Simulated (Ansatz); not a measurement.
# FGaH4: the cost of one run

The runs use Ansatz 0.2.0, Gaussian basis; PBE0-D4/def2-SVP.

22 further runs of the same task are left out: 22 set aside as unsound or not needed.

## 1. Starting geometry

The first end: 6 atoms, charge 0, spin multiplicity 1.

Atoms are counted from 1 here; the program's logs count them from 0.

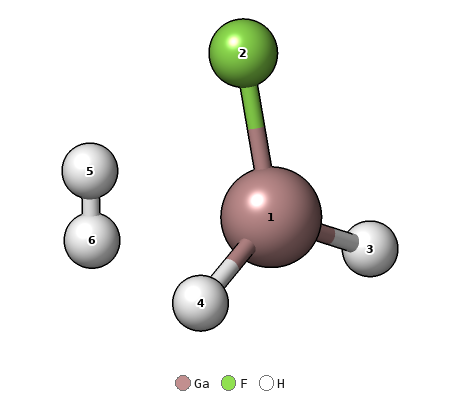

The starting geometry (gallium pink, fluorine green, hydrogen white); atoms are numbered from 1 in the order of the file.

As a file:

```xyz
6
FGaH4
Ga   -0.5887   -0.5584   -0.0523
F    -0.1034   -0.7119    1.6373
H     0.1597   -1.5218   -1.0186
H    -1.7620    0.4362   -0.2889
H     1.2060    1.0978    0.2238
H     1.0885    1.2584   -0.5012
```

The second end:

```
atom     x (Å)     y (Å)     z (Å)
 Ga1  -0.37246  -0.11231  -0.67991
  F2   0.43297  -0.14503   1.52311
  H3   0.00267  -1.58653  -1.05446
  H4  -1.84732   0.29995  -0.34934
  H5   1.07654   0.51822   1.45068
  H6   0.70772   1.02591  -0.89007
```

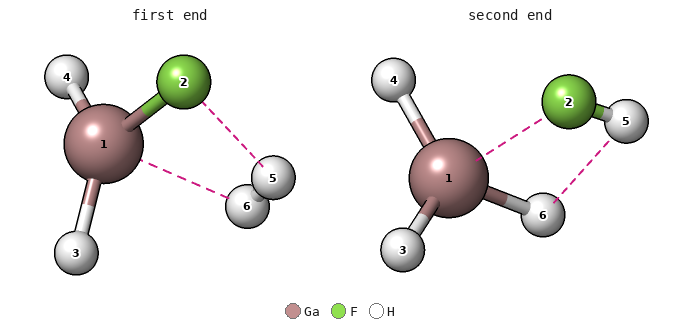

The two ends; dashed lines mark the contacts followed along the path.

## 2. The band at PBE0-D4/def2-SVP

Input file neb/in.yaml:

```yaml
crystal:
  periodic: [false, false, false]
  atoms:
    - {symbol: Ga, position_ang: [-0.588708, -0.558438, -0.052326]}
    - {symbol: F, position_ang: [-0.103415, -0.711926, 1.637256]}
    - {symbol: H, position_ang: [0.159673, -1.521833, -1.018550]}
    - {symbol: H, position_ang: [-1.761995, 0.436167, -0.288933]}
    - {symbol: H, position_ang: [1.206000, 1.097837, 0.223760]}
    - {symbol: H, position_ang: [1.088544, 1.258394, -0.501208]}
basis:
  gaussian: {orbitals: def2-SVP}
hamiltonian: {xc: pbe0, dispersion: d4}
neb:
  images: 5
  climbing: true
  max_iterations: 40
  initial_path: idpp
  final_atoms:
    - {symbol: Ga, position_ang: [-0.372464, -0.112312, -0.679914]}
    - {symbol: F, position_ang: [0.432969, -0.145029, 1.523106]}
    - {symbol: H, position_ang: [0.002668, -1.586534, -1.054464]}
    - {symbol: H, position_ang: [-1.847324, 0.299946, -0.349337]}
    - {symbol: H, position_ang: [1.076535, 0.518218, 1.450680]}
    - {symbol: H, position_ang: [0.707717, 1.025909, -0.890070]}
```

The run is started by

```bash
> ansatz run in.yaml --threads 2 --pin off --events-out ev --progress --plain --max-ram 4352MiB
```

**Question.** How long does this run take on 2 threads of Arm Neoverse V1, shared host?

About 72 s.
